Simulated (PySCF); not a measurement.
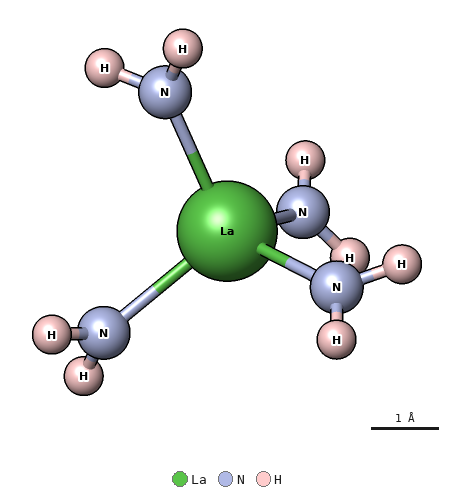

Fig. 1: The structure as given in the input (ball-and-stick view, seen at a tilt). Sticks mark near contacts. Bond lengths as drawn: H–N 1.03 Å and La–N 2.40 Å.

# LaN$_{4}$H$_{8}$ (charge −1): single-point calculation

System: LaN$_{4}$H$_{8}$, charge −1.
Method: RKS BP86, La lcecp-1-SVP with ECP46, N def2-SVP, H def2-SVP; non-relativistic Hamiltonian with a scalar-relativistic core potential; density fitting (PySCF 2.14.0).

It belongs to a series of runs on one base structure; here: finer grid at the relaxed geometry.

Output
```
init E= -255.444846025782
  HOMO = 0.000895009738176986  LUMO = 0.108146244201677  gap/eV = 2.91845
cycle= 1 E= -255.444846028308  delta_E= -2.53e-09  |g|= 2.77e-05  |ddm|= 0.000256
  HOMO = 0.000896112907850418  LUMO = 0.108145954504412  gap/eV = 2.91842
cycle= 2 E= -255.444846027484  delta_E= 8.24e-10  |g|= 6.46e-05  |ddm|= 8.49e-05
  HOMO = 0.000894624184782953  LUMO = 0.108145455700178  gap/eV = 2.91844
cycle= 3 E= -255.444846028493  delta_E= -1.01e-09  |g|= 3.68e-06  |ddm|= 6.2e-05
  HOMO = 0.000894376130470145  LUMO = 0.108145474772382  gap/eV = 2.91845
cycle= 4 E= -255.444846028494  delta_E= -1.02e-12  |g|= 2.21e-06  |ddm|= 5.55e-06
  HOMO = 0.000895028470791457  LUMO = 0.108145513287081  gap/eV = 2.91843
Extra cycle  E= -255.444846028487  delta_E= 6.82e-12  |g|= 5.64e-06  |ddm|= 7.4e-06
converged SCF energy = -255.444846028487
```

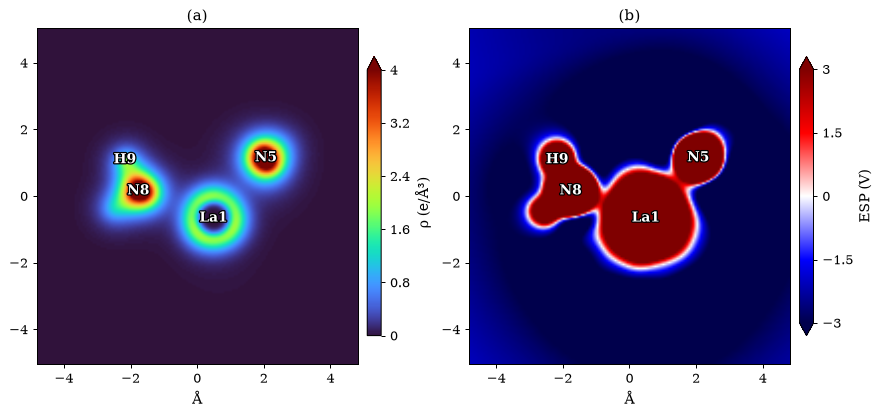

Fig. 2: (a) total electron density; (b) molecular electrostatic potential on the plane of atoms N5, La1 and N8. Atoms in the plane: La, N and H. La–N (2.40 Å): ρ at the midpoint is about 0.47 e/Å³. N–H (1.03 Å): ρ at the midpoint is about 2.6 e/Å³, with its minimum of 2.1 e/Å³ about 0.7 Å from N.

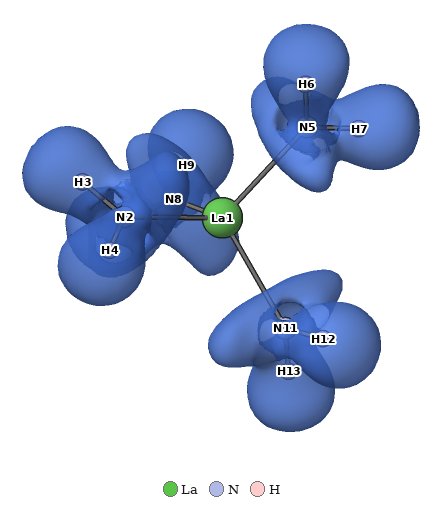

Fig. 3: Isosurface of the ELF at 0.75 (blue), seen at a tilt. Core shells and regions of very low density are left out. Values along the shortest contacts: La–N (2.40 Å): the ELF peaks at about 0.90 in the valence shell of N, 0.6 Å from its nucleus, and drops to about 0.20 between the two atoms. N–H (1.03 Å): the ELF climbs to about 1 towards the hydrogen, as it does in any bond to H; a covalent bond by its length.

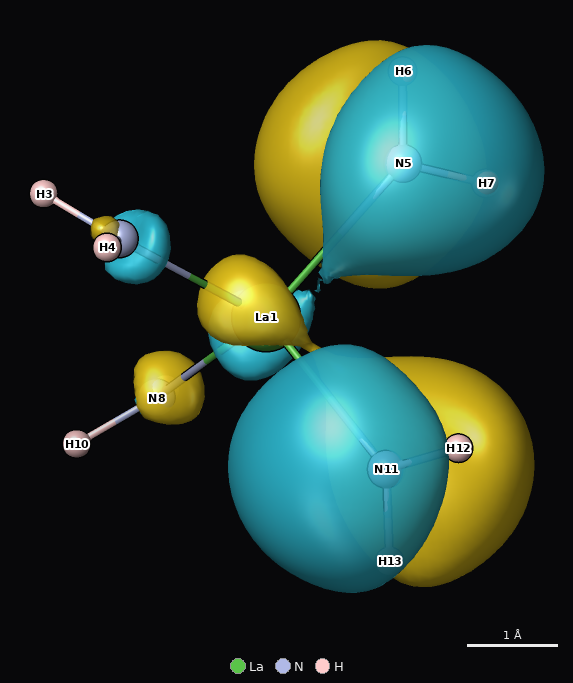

Fig. 4: The HOMO at ±0.06 Å⁻³ᐟ² (yellow and cyan are the two phases), seen face on. Its energy is 0.02 eV.

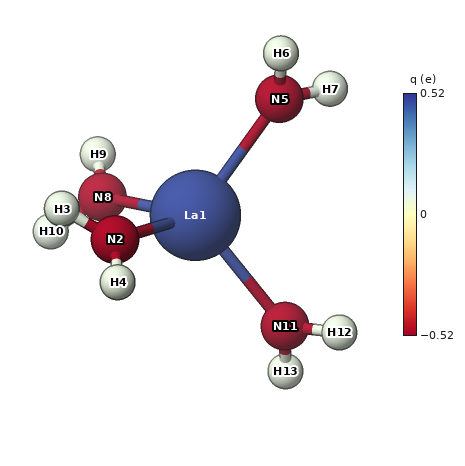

Fig. 5: Mulliken charges, as the colour of each atom (ball-and-stick view, seen at a tilt; atoms are numbered from 1 in the order of the input; Mulliken charges depend strongly on the basis). By element: La +0.48, N −0.50 and H +0.06 to +0.07 e.

This output came from the following input.

Input file
```python
mol = gto.M(atom='''
La    -0.00009    -0.00000     0.00000
N      1.43953     1.40496     1.30608
H      2.31063     1.04981     1.73643
H      1.45713     2.42105     1.48753
N     -1.43962    -1.30613     1.40508
H     -1.45675    -1.48747     2.42129
H     -2.31087    -1.73628     1.05045
N      1.43953    -1.40496    -1.30608
H      1.45713    -2.42105    -1.48753
H      2.31063    -1.04981    -1.73643
N     -1.43962     1.30613    -1.40508
H     -2.31087     1.73628    -1.05045
H     -1.45675     1.48747    -2.42129''',
    basis={'La': 'lcecp-1-SVP', 'N': 'def2-SVP', 'H': 'def2-SVP'},
    ecp={'La': 'lcecp-1-SVP'},
    charge=-1, spin=0)
mf = dft.RKS(mol, xc='B88,P86')
mf.grids.atom_grid = (75, 302)  # f atoms: at least (60, 302), unpruned
mf = mf.density_fit()  # La AutoAux, N def2-universal-JKFIT, H def2-universal-JKFIT
mf.conv_tol = 1e-09; mf.max_cycle = 55
mf.kernel(dm0)
```

The script is an equivalent of the set-up of the self-consistent field. The run itself was carried out by a driver, which started from the orbitals of the step before it where there was one and computed the further properties.

Launch command:
```bash
OMP_NUM_THREADS=2 python <driver script>
```

Results in brief

- outcome: converged
- total energy: −255.444846 hartree
- HOMO: 0.02 eV
- LUMO: 2.94 eV
- largest force (length of the vector): 0.009 eV/Å
- hardware: 2 threads of Arm Neoverse V1, 24 GiB of memory available, shared host
- wall time: 30 s (CPU time 61 s)
- peak memory: 3.2 GiB

Remarks

The highest filled orbital lies above zero: either the extra electron isn't bound at this level, or the self-interaction error of the functional lifts the level.
